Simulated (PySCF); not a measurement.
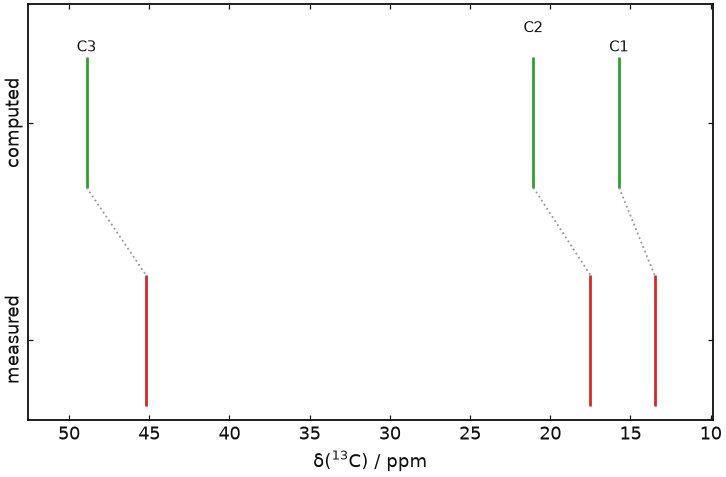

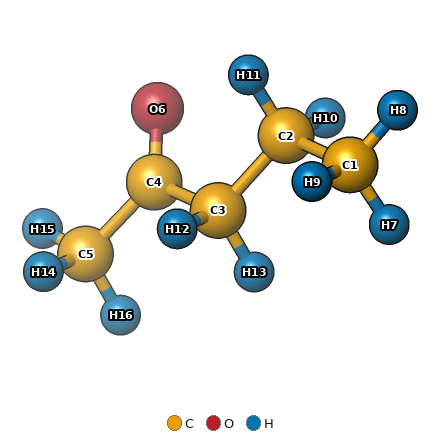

¹³C shifts of C₅H₁₀O, SMILES CCCC(C)=O against TMS: GIAO PBE0/pcSseg-1 (PySCF) for one gas-phase conformer (GFN2-xTB, like atoms averaged; labels name one atom of each set) above, published measurements (solution) below; dotted lines join the same nuclei. Only nuclei with a measured value are shown, one named for each set of like atoms.

Q: How well does the calculation match?

A: Mean error 3.2 ppm, mean absolute error 3.2 ppm; the largest is 3.7 ppm, for C3.

Q: Is the order of the signals reproduced?

A: Yes, no dotted lines cross.

Caveats: the tight-binding geometry is rougher than a DFT one and adds to the error.
